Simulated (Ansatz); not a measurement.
# GeH4S (built from SMILES [SH][GeH3]): search for a transition state, part 2 of 2

Ansatz 0.2.0, Gaussian basis; PBE0-D4. Earlier steps stand in the parts before.

## (5) Saddle search in triple zeta

A small driver takes partitioned rational-function steps: uphill along one mode, downhill along the rest. It calls the program once a step for energy and forces and updates the Hessian by Bofill's formula. It stops when the largest force is under 0.01 eV/Å and the followed curvature is negative. The first step's input:

The input, saddle/in.yaml:

```yaml
crystal:
  periodic: [false, false, false]
  atoms:
    - {symbol: Ge, position_ang: [-1.163985, 0.620182, -0.405754]}
    - {symbol: S, position_ang: [1.260223, 0.805246, 0.219731]}
    - {symbol: H, position_ang: [0.456594, -0.342325, -0.717674]}
    - {symbol: H, position_ang: [-0.392477, -0.710572, -1.217930]}
    - {symbol: H, position_ang: [-1.394233, -0.361597, 0.826399]}
    - {symbol: H, position_ang: [1.233778, -0.010835, 1.295128]}
basis:
  gaussian: {orbitals: def2-TZVP}
hamiltonian: {xc: pbe0, dispersion: d4}
output: {forces: true}
scf: {lower_state_search: off}
```

Started as:

```bash
> ansatz run in.yaml --threads 2 --pin off --events-out ev --progress --plain --max-ram 4352MiB
```

Step by step:

| step | energy (eV) | largest force (eV/Å) | followed curvature (eV/Å²) |
| --- | --- | --- | --- |
| 1 | -67406.63854 | 0.1893 | -5.81 |
| 2 | -67406.64159 | 0.0148 | -6.03 |
| 3 | -67406.64162 | 0.0019 | -6.09 |

The 3 steps took 3.9 s in all (2 threads of Arm Neoverse V1, shared host).

The point found:

```xyz
6

Ge   -1.1541    0.6177   -0.4082
S     1.2482    0.8052    0.2204
H     0.4603   -0.3364   -0.7033
H    -0.3964   -0.7109   -1.2130
H    -1.3895   -0.3595    0.8227
H     1.2314   -0.0160    1.2812
```

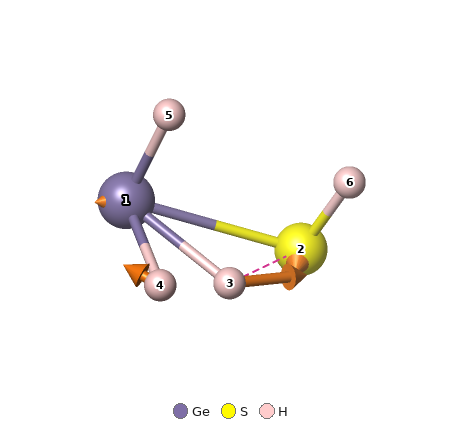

The point found; broken lines mark the pairs that react, arrows the followed mode.

## (6) Checking the order of the point

The input, vib/in.yaml:

```yaml
crystal:
  periodic: [false, false, false]
  atoms:
    - {symbol: Ge, position_ang: [-1.154092, 0.617728, -0.408155]}
    - {symbol: S, position_ang: [1.248188, 0.805167, 0.220437]}
    - {symbol: H, position_ang: [0.460287, -0.336422, -0.703340]}
    - {symbol: H, position_ang: [-0.396379, -0.710865, -1.212966]}
    - {symbol: H, position_ang: [-1.389526, -0.359516, 0.822685]}
    - {symbol: H, position_ang: [1.231423, -0.015992, 1.281239]}
basis:
  gaussian: {orbitals: def2-TZVP}
hamiltonian: {xc: pbe0, dispersion: d4}
phonons: {temperatures: {t_min: 298.15, t_max: 900, t_step: 200}}
```

Started as:

```bash
> ansatz run in.yaml --threads 2 --pin off --events-out ev --progress --plain --max-ram 4352MiB
```

Output, cut to the lines that bear on the results:

```text
Functional definition: PBE0
  name "PBE0"
  cite "Adamo & Barone, J. Chem. Phys. 110, 6158 (1999) doi:10.1063/1.478522"
  cite "Perdew, Burke & Ernzerhof, Phys. Rev. Lett. 77, 3865 (1996) doi:10.1103/PhysRevLett.77.3865"
  parent pbe
[...]
848 factors; their error is unknown
[...]
mean field -67406.55026394 eV, -2477.1450323990 hartree, gradient 5.9e-5 eV, S^2 0.000000; 0 other end points of the search recorded, 0 dependent functions left out
[...]
reference -67406.55028630 eV, -2477.1450332207 hartree; 26, 26 occupied and 83, 83 virtual orbitals, 848 factors
[... from here to the last solve, the lines of the solves are left out (35 solves) ...]
848 factors; their error is unknown
mean field -67406.55020884 eV, -2477.1450303740 hartree, gradient 1.3e-6 eV, S^2 0.000000; 0 other end points of the search recorded, 0 dependent functions left out
[...]
reference -67406.55023120 eV, -2477.1450311957 hartree; 26, 26 occupied and 83, 83 virtual orbitals, 848 factors
WARN: phonons: modes at or below zero, which the zero-point energy, F, S and C_V leave out: 1, the lowest at -1018.90 cm⁻¹. A minimum has none, and a first-order saddle one
Total energy: -67406.64161594 eV, -2477.1483895231 hartree
Atom 0 at    -1.154092     0.617728    -0.408155 Å, force     0.000395    -0.000342     0.000117 eV/Å
Atom 1 at     1.248188     0.805167     0.220437 Å, force    -0.001560    -0.001607     0.000182 eV/Å
Atom 2 at     0.460287    -0.336422    -0.703340 Å, force    -0.000845    -0.001070    -0.000541 eV/Å
Atom 3 at    -0.396379    -0.710865    -1.212966 Å, force     0.000835     0.001868     0.001441 eV/Å
Atom 4 at    -1.389526    -0.359516     0.822685 Å, force     0.000191    -0.000008    -0.001028 eV/Å
Atom 5 at     1.231423    -0.015992     1.281239 Å, force     0.000983     0.001159    -0.000171 eV/Å
Dipole moment:    -0.045802    -0.148086     0.086996 e Å
Vibrations: -1018.90 286.89 355.40 571.35 696.10 848.72 989.81 1130.94 1443.39 1680.69 1941.49 2726.62 cm⁻¹, zero-point energy 0.785526 eV
```

Wall time 43 s (2 threads of Arm Neoverse V1, shared host).

Wavenumbers and character of the modes:

| mode | wavenumber (cm⁻¹) | character |
| --- | --- | --- |
| 1 | 1019i | changes S2–H3 |
| 2 | 287 | Ge–S stretch |
| 3 | 355 | torsion |
| 4 | 571 | bend |
| 5 | 696 | bend |
| 6 | 849 | bend with torsion |
| 7 | 990 | bend with Ge–H stretch |
| 8 | 1131 | bend |
| 9 | 1443 | Ge–H stretch with bend |
| 10 | 1681 | Ge–H stretch |
| 11 | 1941 | Ge–H stretch |
| 12 | 2727 | S–H stretch |

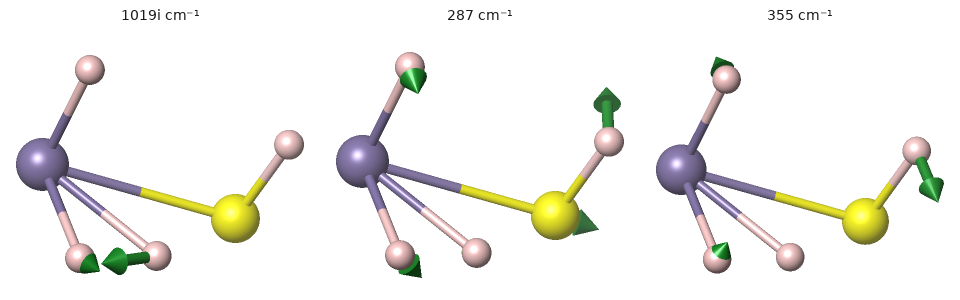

Displacements of 3 modes, as arrows.

Vibrational sums (real modes only):

| T (K) | entropy (J/mol/K) | heat capacity (J/mol/K) |
| --- | --- | --- |
| 298 | 15.9 | 27.4 |
| 498 | 34.7 | 46.4 |
| 698 | 52.5 | 59.3 |
| 898 | 68.6 | 67.9 |

## (7) Relaxing after a step of 0.30 Å one way along the mode

The input, downa/in.yaml:

```yaml
crystal:
  periodic: [false, false, false]
  atoms:
    - {symbol: Ge, position_ang: [-1.248932, 0.566816, -0.467741]}
    - {symbol: S, position_ang: [1.254331, 0.694585, 0.134725]}
    - {symbol: H, position_ang: [0.685394, -0.212159, -0.548790]}
    - {symbol: H, position_ang: [-0.527256, -0.664913, -1.214604]}
    - {symbol: H, position_ang: [-1.390676, -0.365307, 0.818973]}
    - {symbol: H, position_ang: [1.227039, -0.018923, 1.277337]}
basis:
  gaussian: {orbitals: def2-TZVP}
hamiltonian: {xc: pbe0, dispersion: d4}
relax: {f_tol: 0.005, max_steps: 200}
```

Started as:

```bash
> ansatz run in.yaml --threads 2 --pin off --events-out ev --progress --plain --max-ram 4352MiB
```

Output, cut to the lines that bear on the results:

```text
[... 5 set-up lines as earlier in the session ...]
[...]
848 factors; their error is unknown
[...]
mean field -67406.49078658 eV, -2477.1428466462 hartree, gradient 1.7e-5 eV, S^2 0.000000; 0 other end points of the search recorded, 0 dependent functions left out
[...]
reference -67406.49080940 eV, -2477.1428474851 hartree; 26, 26 occupied and 83, 83 virtual orbitals, 848 factors
relax step   1: F+E_penalty+E_count = -67406.58121328 eV  Δ(F+E_penalty+E_count) = +0.000e0 eV  max|allowed force component| = 2.657e0 eV/Å  Δτ_max = 0.0000 Å  (25 SCF iters, accepted)
[...]
848 factors; their error is unknown
[...]
mean field -67407.08445977 eV, -2477.1646637337 hartree, gradient 7.2e-6 eV, S^2 0.000000; 1 other end points of the search recorded, 0 dependent functions left out
[...]
reference -67407.08448317 eV, -2477.1646645936 hartree; 26, 26 occupied and 83, 83 virtual orbitals, 848 factors
Total energy: -67407.17206240 eV, -2477.1678830709 hartree
Atom 0 at    -1.262277     0.444823    -0.660224 Å, force     0.000034    -0.004602     0.002038 eV/Å
Atom 1 at     0.994223     0.574592     0.432091 Å, force     0.000254     0.003629     0.000057 eV/Å
Atom 2 at     1.803176     0.485773    -0.637619 Å, force    -0.000376    -0.000001     0.000616 eV/Å
Atom 3 at    -1.053456    -1.127036    -0.814951 Å, force    -0.000338     0.000238    -0.003212 eV/Å
Atom 4 at    -1.768643     0.295872     0.843471 Å, force     0.000538     0.003115     0.000544 eV/Å
Atom 5 at     1.286877    -0.673925     0.837131 Å, force    -0.000112    -0.002379    -0.000043 eV/Å
Dipole moment:     0.685686    -0.122878     0.116238 e Å
```

Wall time 37 s (2 threads of Arm Neoverse V1, shared host).

The steps of the relaxation: (the energy doesn't fall at every step)

| step | energy from step 1 (eV) | largest force component (eV/Å) |
| --- | --- | --- |
| 1 | 0.0000 | 2.6568 |
| 2 | -0.3373 | 0.5474 |
| 3 | -0.3936 | 0.5892 |
| 4 | -0.4030 | 0.4938 |
| 5 | -0.4496 | 1.1499 |
| 6 | -0.4927 | 0.0627 |
| 7 | -0.4952 | 0.1010 |
| 8 | -0.4989 | 0.4886 |
| 9 | -0.5113 | 0.2917 |
| 10 | -0.5453 | 0.2650 |
| 11 | -0.5447 | 0.8634 |
| 12 | -0.5651 | 0.1394 |
| 13 | -0.5788 | 0.0707 |
| 14 | -0.5825 | 0.3511 |
| 15 | -0.5783 | 0.2948 |
| 16 | -0.5892 | 0.0715 |
| 17 | -0.5905 | 0.0440 |
| 18 | -0.5894 | 0.0872 |
| 19 | -0.5908 | 0.0078 |
| 20 | -0.5908 | 0.0053 |
| 21 | -0.5908 | 0.0046 |

Close pairs (by a distance rule), those that changed most:

| bond | before (Å) | after (Å) | change (Å) |
| --- | --- | --- | --- |
| S2–H3 | 1.270 | 1.344 | +0.074 |
| Ge1–S2 | 2.578 | 2.510 | -0.068 |
| Ge1–H4 | 1.611 | 1.593 | -0.018 |
| S2–H6 | 1.347 | 1.345 | -0.003 |
| Ge1–H5 | 1.595 | 1.594 | -0.002 |

## (8) Relaxing after a step of 0.30 Å the other way along the mode

The input, downb/in.yaml:

```yaml
crystal:
  periodic: [false, false, false]
  atoms:
    - {symbol: Ge, position_ang: [-1.059252, 0.668639, -0.348570]}
    - {symbol: S, position_ang: [1.242045, 0.915749, 0.306150]}
    - {symbol: H, position_ang: [0.235180, -0.460684, -0.857890]}
    - {symbol: H, position_ang: [-0.265503, -0.756818, -1.211329]}
    - {symbol: H, position_ang: [-1.388377, -0.353725, 0.826398]}
    - {symbol: H, position_ang: [1.235808, -0.013061, 1.285141]}
basis:
  gaussian: {orbitals: def2-TZVP}
hamiltonian: {xc: pbe0, dispersion: d4}
relax: {f_tol: 0.005, max_steps: 200}
```

Started as:

```bash
> ansatz run in.yaml --threads 2 --pin off --events-out ev --progress --plain --max-ram 4352MiB
```

Output, cut to the lines that bear on the results:

```text
[... 5 set-up lines as earlier in the session ...]
[...]
848 factors; their error is unknown
[...]
mean field -67406.43702209 eV, -2477.1408708379 hartree, gradient 2.8e-5 eV, S^2 0.000000; 0 other end points of the search recorded, 0 dependent functions left out
[...]
reference -67406.43704502 eV, -2477.1408716805 hartree; 26, 26 occupied and 83, 83 virtual orbitals, 848 factors
relax step   1: F+E_penalty+E_count = -67406.52752775 eV  Δ(F+E_penalty+E_count) = +0.000e0 eV  max|allowed force component| = 3.627e0 eV/Å  Δτ_max = 0.0000 Å  (25 SCF iters, accepted)
[...]
848 factors; their error is unknown
mean field -67407.37007333 eV, -2477.1751598383 hartree, gradient 8.9e-6 eV, S^2 0.000000; 1 other end points of the search recorded, 0 dependent functions left out
[...]
reference -67407.37009789 eV, -2477.1751607410 hartree; 26, 26 occupied and 83, 83 virtual orbitals, 848 factors
Total energy: -67407.46016216 eV, -2477.1784705419 hartree
Atom 0 at    -0.870648     0.952025    -0.019093 Å, force     0.002000    -0.003805     0.002486 eV/Å
Atom 1 at     1.177221     1.349200     0.772601 Å, force    -0.000606     0.000298    -0.001065 eV/Å
Atom 2 at    -0.226578    -1.374062    -1.339322 Å, force    -0.000617     0.000862    -0.000063 eV/Å
Atom 3 at    -0.289683    -0.901813    -1.919863 Å, force     0.000728     0.000066    -0.000382 eV/Å
Atom 4 at    -1.091208    -0.347431     0.878075 Å, force    -0.001522     0.002087    -0.000909 eV/Å
Atom 5 at     1.300797     0.322182     1.627503 Å, force     0.000016     0.000492    -0.000067 eV/Å
Dipole moment:    -0.111384    -0.219189     0.012969 e Å
```

It took 39 s on 2 threads of Arm Neoverse V1, shared host.

Along the way: (the energy doesn't fall at every step)

| step | energy from step 1 (eV) | largest force component (eV/Å) |
| --- | --- | --- |
| 1 | 0.0000 | 3.6267 |
| 2 | -0.5476 | 0.6601 |
| 3 | -0.7343 | 0.9190 |
| 4 | -0.8528 | 0.5449 |
| 5 | -0.9088 | 0.1572 |
| 6 | -0.9219 | 0.1307 |
| 7 | -0.9113 | 0.3770 |
| 8 | -0.9238 | 0.0235 |
| 9 | -0.9246 | 0.0293 |
| 10 | -0.9248 | 0.0471 |
| 11 | -0.9251 | 0.0984 |
| 12 | -0.9255 | 0.0866 |
| 13 | -0.9258 | 0.1878 |
| 14 | -0.9268 | 0.1684 |
| 15 | -0.9269 | 0.0988 |
| 16 | -0.9284 | 0.1442 |
| 17 | -0.9318 | 0.0244 |
| 18 | -0.9320 | 0.0220 |
| 19 | -0.7358 | 1.8956 |
| 20 | -0.9309 | 0.1906 |
| 21 | -0.9325 | 0.0077 |
| 22 | -0.9326 | 0.0038 |

Distances of close pairs at the start and the end, largest changes first:

| bond | before (Å) | after (Å) | change (Å) |
| --- | --- | --- | --- |
| Ge1–H3 | 1.792 | 2.751 | +0.959 |
| Ge1–H4 | 1.846 | 2.718 | +0.872 |
| Ge1–S2 | 2.405 | 2.231 | -0.174 |
| H3–H4 | 0.681 | 0.751 | +0.070 |
| S2–H6 | 1.350 | 1.342 | -0.008 |
| Ge1–H5 | 1.592 | 1.594 | +0.003 |

## (9) What the saddle joins

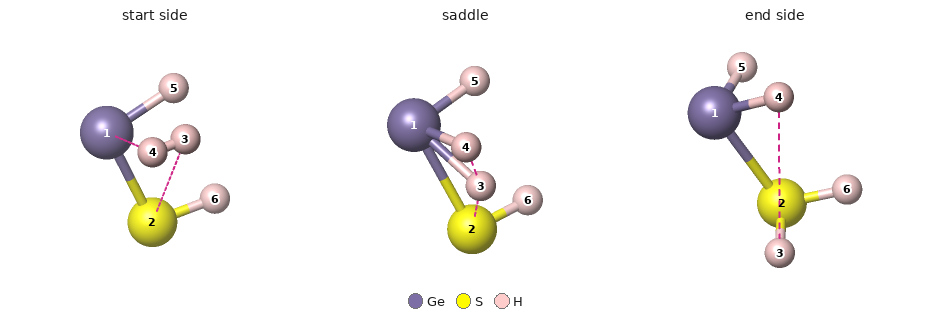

The minimum on the start side, the saddle and the minimum on the end side; broken lines mark the pairs that change.

| pair | start side (Å) | saddle (Å) | end side (Å) |
| --- | --- | --- | --- |
| Ge1–H4 | 2.718 | 1.728 | 1.593 |
| S2–H3 | 3.721 | 1.667 | 1.344 |
| H3–H4 | 0.751 | 1.065 | 3.285 |

## (10) Results

This closing draws on all 2 parts.

```
                       quantity                                      value
                 imaginary mode                                 1019i cm⁻¹
    barrier from the start side                              18.9 kcal/mol
      barrier from the end side                              12.2 kcal/mol
             energy of the step                              +6.6 kcal/mol
              pairs that change  Ge1–H4 formed, S2–H3 formed, H3–H4 broken
zero-point energy at the saddle                                   0.786 eV
```

What this shows: One imaginary mode, 1019i cm⁻¹, makes this a first-order saddle. The two relaxations don't end on the planned structures: the search found another step. At PBE0-D4/def2-TZVP the electronic barrier is 18.9 kcal/mol, about 32 kT at 298 K, and the step runs 6.6 kcal/mol uphill. The barrier is thin enough for tunnelling; the leading (Wigner) term alone is a factor of 2.0 at 298 K. A step off the saddle overshot and began above it in energy, so the link to its end is likely but not proven.
